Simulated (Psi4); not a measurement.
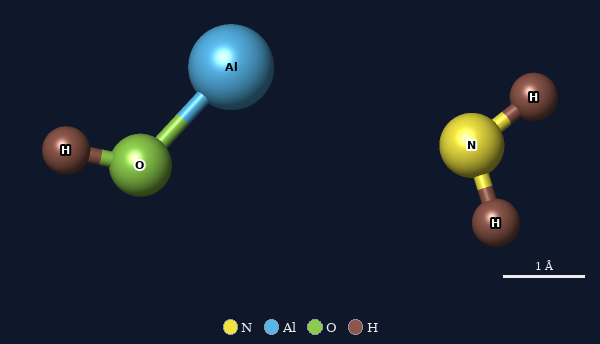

Fig. 1: The structure as given in the input (ball-and-stick view, seen at a tilt). Sticks mark near contacts. Bond lengths as drawn: Al–O 1.71 Å, H–N 1.01 Å and H–O 0.96 Å.

## AlNH3O: single-point calculation (part 1 of 2)

System: AlNH3O, multiplicity 2.
Method: CASSCF/6-31G*, ROHF (Psi4 1.11).

A bond length was changed on purpose from its optimised value.

**Output**
```
n,

    h
    h
    h

    -----------------------------------------------------------------------

    Memory:     1.5 GiB
    Threads:    1
                ecpint, einsums, f̶o̶r̶t̶e̶, gauxc, gcp, g̶d̶m̶a̶, geometric, g̶p̶u̶_̶d̶f̶c̶c̶,
                i̶n̶t̶e̶g̶r̶a̶t̶o̶r̶x̶x̶, i̶p̶i̶, libefp, m̶d̶i̶, m̶p̶2̶d̶, m̶r̶c̶c̶, ooo,
                o̶p̶e̶n̶f̶e̶r̶m̶i̶o̶n̶p̶s̶i̶4̶, pcmsolver, p̶s̶i̶4̶f̶o̶c̶k̶c̶i̶, p̶s̶i̶x̶a̶s̶,
                p̶y̶e̶i̶n̶s̶u̶m̶s̶, r̶e̶s̶p̶, s̶i̶m̶i̶n̶t̶, s̶n̶s̶m̶p̶2̶,
                v̶2̶r̶d̶m̶_̶c̶a̶s̶s̶c̶f̶

   => Loading Basis Set <=

    Name: 6-31G*
    Role: ORBITAL
    Keyword: BASIS

         ---------------------------------------------------------
                                   SCF
                             ROHF Reference
                        1 Threads,   1525 MiB Core
         ---------------------------------------------------------

  ==> Geometry <==

    Molecular point group: c1
    Full point group: C1

    Geometry (in Angstrom), charge = 0, multiplicity = 2:

       Center              X                  Y                   Z               Mass
    ------------   -----------------  -----------------  -----------------  -----------------
         N           -2.171225171294    -0.128300205461    -1.388506868152    14.003074004430
         AL           0.563115828706     0.521670794539     0.108172131848    26.981538530000
         O            1.162015828706    -0.698129205461     1.138672131848    15.994914619570
         H           -2.681625171294    -0.992100205461    -1.284906868152     1.007825032230
         H           -2.642025171294     0.493099794539    -2.024506868152     1.007825032230
         H            1.973615828706    -0.604729205461     1.634272131848     1.007825032230

  Running in c1 symmetry.

  Rotational constants: A =      0.85145  B =      0.10029  C =      0.08972 [cm^-1]
  Rotational constants: A =  25525.90483  B =   3006.62093  C =   2689.79761 [MHz]
  Nuclear repulsion =   75.668915580954973

  Charge       = 0
  Multiplicity = 2
  Electrons    = 31
  Nalpha       = 16
  Nbeta        = 15

  ==> Algorithm <==

  SCF Algorithm Type is DF.
  DIIS enabled.
  MOM disabled.
  Fractional occupation disabled.
  Guess Type is SAD.
  Energy threshold   = 1.00e-08
  Density threshold  = 1.00e-08
  Integral threshold = 1.00e-12

  ==> Primary Basis <==

  Basis Set: 6-31G*
    Blend: 6-31G*
    Number of shells: 26
    Number of basis functions: 52
    Number of Cartesian functions: 55
    Spherical Harmonics?: true
    Max angular momentum: 2

   => Loading Basis Set <=

    Name: (6-31G* AUX)
    Role: JKFIT
    Keyword: DF_BASIS_SCF

  ==> Integral Setup <==

  DFHelper Memory: AOs need 0.007 GiB; user supplied 1.118 GiB.
  SCF_SUBTYPE=INCORE selected. In-core MEM_DF algorithm will be used.
  Using in-core AOs.

  ==> MemDFJK: Density-Fitted J/K Matrices <==

    J tasked:                   Yes
    K tasked:                   Yes
    wK tasked:                   No
    Memory [MiB]:              1144
    Algorithm:                 Core
    Schwarz Cutoff:           1E-12
    Mask sparsity (%):       3.8462
    Fitting Condition:        1E-10

   => Auxiliary Basis Set <=

  Basis Set: (6-31G* AUX)
    Blend: CC-PVDZ-JKFIT
    Number of shells: 111
    Number of basis functions: 321
    Number of Cartesian functions: 367
    Spherical Harmonics?: true
    Max angular momentum: 3

  Minimum eigenvalue in the overlap matrix is 2.6527125422E-02.
  Reciprocal condition number of the overlap matrix is 7.2100269721E-03.
    Using symmetric orthogonalization.

  ==> Pre-Iterations <==

  SCF Guess: Superposition of Atomic Densities via on-the-fly atomic UHF (no occupation information).

   -------------------------
    Irrep   Nso     Nmo
   -------------------------
     A         52      52
   -------------------------
    Total      52      52
   -------------------------

  ==> Iterations <==

                           Total Energy        Delta E     RMS |[F,P]|

   @DF-ROHF iter SAD:  -371.42280812292290   -3.71423e+02   0.00000e+00
   @DF-ROHF iter   1:  -372.52562171192869   -1.10281e+00   1.02638e-02 DIIS
   @DF-ROHF iter   2:  -372.21345240344795    3.12169e-01   1.49306e-02 DIIS
   @DF-ROHF iter   3:  -372.76590563677223   -5.52453e-01   3.56920e-03 DIIS
   @DF-ROHF iter   4:  -372.83296530814562   -6.70597e-02   5.33358e-03 DIIS
   @DF-ROHF iter   5:  -372.88564282919356   -5.26775e-02   3.47676e-03 DIIS
   @DF-ROHF iter   6:  -372.90770759740406   -2.20648e-02   2.44795e-03 DIIS
   @DF-ROHF iter   7:  -372.92642930179125   -1.87217e-02   9.53655e-04 DIIS
   @DF-ROHF iter   8:  -372.92956809798682   -3.13880e-03   2.14873e-04 DIIS
   @DF-ROHF iter   9:  -372.92972963589602   -1.61538e-04   4.81571e-05 DIIS
   @DF-ROHF iter  10:  -372.92973914465438   -9.50876e-06   1.78092e-05 DIIS
   @DF-ROHF iter  11:  -372.92974023580121   -1.09115e-06   8.68015e-06 DIIS
   @DF-ROHF iter  12:  -372.92974063860015   -4.02799e-07   1.44059e-06 DIIS
   @DF-ROHF iter  13:  -372.92974065153942   -1.29393e-08   4.98924e-07 DIIS
   @DF-ROHF iter  14:  -372.92974065310955   -1.57013e-09   1.74789e-07 DIIS
   @DF-ROHF iter  15:  -372.92974065327996   -1.70417e-10   5.53811e-08 DIIS
   @DF-ROHF iter  16:  -372.92974065329929   -1.93268e-11   1.13402e-08 DIIS
   @DF-ROHF iter  17:  -372.92974065330020   -9.09495e-13   4.19275e-09 DIIS
  Energy and wave function converged.

  ==> Post-Iterations <==

    Orbital Energies [Eh]
    ---------------------

    Doubly Occupied:

       1A    -58.439528     2A    -20.512813     3A    -15.588262
       4A     -4.861683     5A     -3.171078     6A     -3.170845
       7A     -3.170807     8A     -1.277840     9A     -1.117258
      10A     -0.669218    11A     -0.654068    12A     -0.505158
      13A     -0.491823    14A     -0.468485    15A     -0.278629

    Singly Occupied:

      16A     -0.178784

    Virtual:

      17A      0.083470    18A      0.095381    19A      0.141581
      20A      0.226149    21A      0.288058    22A      0.303707
      23A      0.307496    24A      0.355678    25A      0.383805
      26A      0.496921    27A      0.686957    28A      0.695628
      29A      0.714231    30A      0.762510    31A      0.924840
      32A      0.950201    33A      1.018756    34A      1.059926
      35A      1.148632    36A      1.200627    37A      1.228215
      38A      1.285825    39A      1.338388    40A      1.350517
      41A      1.518475    42A      1.764616    43A      1.958291
      44A      1.977176    45A      1.996414    46A      2.088285
      47A      2.183039    48A      2.272272    49A      2.469917
      50A      2.739511    51A      2.783207    52A      2.821995

    Final Occupation by Irrep:
              A
    DOCC [    15 ]
    SOCC [     1 ]
    NA   [    16 ]
    NB   [    15 ]

  @DF-ROHF Final Energy:  -372.92974065330020

   => Energetics <=

    Nuclear Repulsion Energy =             75.6689155809549732
    One-Electron Energy =                -667.9275650749220858
    Two-Electron Energy =                 219.3289088406669407
    Total Energy =                       -372.9297406533002004

Computation Completed

Properties will be evaluated at   0.000000,   0.000000,   0.000000 [a0]

Properties computed using the SCF density matrix

 Multipole Moments:

 ------------------------------------------------------------------------------------
     Multipole            Electronic (a.u.)      Nuclear  (a.u.)        Total (a.u.)
 ------------------------------------------------------------------------------------

 L = 1.  Multiply by 2.5417464519 to convert [e a0] to [Debye]
 Dipole X            :          2.9332128           -3.6509099           -0.7176971
 Dipole Y            :          1.3703666           -1.5215023           -0.1511358
 Dipole Z            :          1.2583126           -1.6612108           -0.4028982
 Magnitude           :                                                    0.8368143

 ------------------------------------------------------------------------------------

	total time  =          1 seconds =       0.02 minutes
  Constructing Basis Sets for MCSCF...

   => Loading Basis Set <=

    Name: (6-31G* AUX)
    Role: JKFIT
    Keyword: DF_BASIS_SCF

         ---------------------------------------------------------
                Multi-Configurational Self-Consistent Field
                            (a 'D E T C I' module)

         ---------------------------------------------------------

Warning: iopen=0,opentype!=closed. Making iopen=1

   ==> Parameters <==

    EX LEVEL       =        7      H0 BLOCKSIZE  =     1000
    VAL EX LEVEL   =        0      H0 GUESS SIZE =     1000
    H0COUPLINGSIZE =        0      H0 COUPLING   =       NO
    MAXITER        =       12      NUM PRINT     =       20
    NUM ROOTS      =        1      ICORE         =        1
    PRINT LVL      =        1      FCI           =      YES
    R CONV         = 1.00e-07      MIXED         =      YES
    E CONV         = 1.00e-06      MIXED4        =      YES
    R4S            =       NO      REPL OTF      =       NO
    DIAG METHOD    =      SEM      FOLLOW ROOT   =        0
    PRECONDITIONER = DAVIDSON      UPDATE        = DAVIDSON
    S              =   0.5000      Ms0           =       NO
    GUESS VECTOR   =  H0BLOCK      OPENTYPE      = HIGHSPIN
    COLLAPSE SIZE  =        1      HD AVG        = EVANGELISTI
    MAX NUM VECS   =       13      REF SYM       =     AUTO
    IOPEN        =      YES

    EX ALLOW       =  1  1  1  1  1  1  1
    STATE AVERAGE  =  0(1.00)

   ==> CI Orbital and Space information <==

   ------------------------------------
               Space    Total     A
   ------------------------------------
                 Nso       52    52
                 Nmo       52    52
               Ndocc       15    15
               Nsocc        1     1
   ------------------------------------
               MCSCF Spaces
   ------------------------------------
         Frozen DOCC        0     0
     Restricted DOCC       12    12
              Active        8     8
     Restricted UOCC       32    32
         Frozen UOCC        0     0
   ------------------------------------

   ==> Setting up CI strings <==

    There are 70 alpha and 56 beta strings
    The CI space requires 3920 (3.92E+03) determinants and 1 blocks

   ==> Setting up DF-MCSCF integrals <==

  DFHelper Memory: AOs need 0.007 GiB; user supplied 1.192 GiB.
  SCF_SUBTYPE=INCORE selected. In-core MEM_DF algorithm will be used.
  Using in-core AOs.

  ==> MemDFJK: Density-Fitted J/K Matrices <==

    J tasked:                   Yes
    K tasked:                   Yes
    wK tasked:                   No
    Memory [MiB]:              1220
    Algorithm:                 Core
    Schwarz Cutoff:           1E-12
    Mask sparsity (%):       3.8462
    Fitting Condition:        1E-10

   => Auxiliary Basis Set <=

  Basis Set: (6-31G* AUX)
    Blend: CC-PVDZ-JKFIT
    Number of shells: 111
    Number of basis functions: 321
    Number of Cartesian functions: 367
    Spherical Harmonics?: true
    Max angular momentum: 3

  DFHelper Memory: AOs need 0.007 GiB; user supplied 1.192 GiB.
  SCF_SUBTYPE=INCORE selected. In-core MEM_DF algorithm will be used.
  Using in-core AOs.

   ==> Starting DF-MCSCF iterations <==
```
